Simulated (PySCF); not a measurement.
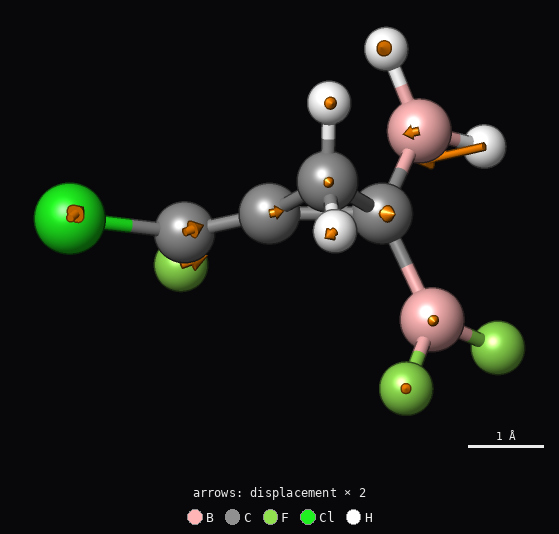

A relaxation of C₄H₄B₂ClF₃. The starting structure is drawn; orange arrows show the displacements, magnified 2 times. The two geometries are superimposed by the best rigid fit.

A ball-and-stick model, seen at a tilt.

The start comes from GFN2-xTB. Its atoms were then displaced at random by about 0.01 Å.

Theory: PBE0-D3(BJ)/def2-SVP geometry optimisation, gas phase in PySCF 2.14.0, density-fitted response routines. 

### Describe the change and its energy.

Over 20 geometry steps the energy falls by 15.7 kJ/mol. An H atom moves most after the best rigid fit: 0.56 Å. By element the largest moves are H 0.56 Å, F 0.20 Å, Cl 0.19 Å, C 0.16 Å, B 0.12 Å. Some distances before and after: C–F 1.364 → 1.321 Å, B–F 1.277 → 1.316 Å, B–H 1.181 → 1.206 Å, B–C 1.571 → 1.553 Å. Among the angles between lasting bonds that change: B–C–C 112.9° → 102.1°, B–C–B 121.5° → 124.5°, F–B–F 114.7° → 117.0°. The run took 6.3 min on 1 thread of Intel(R) Xeon(R) Processor @ 2.70GHz, with other jobs on the host.
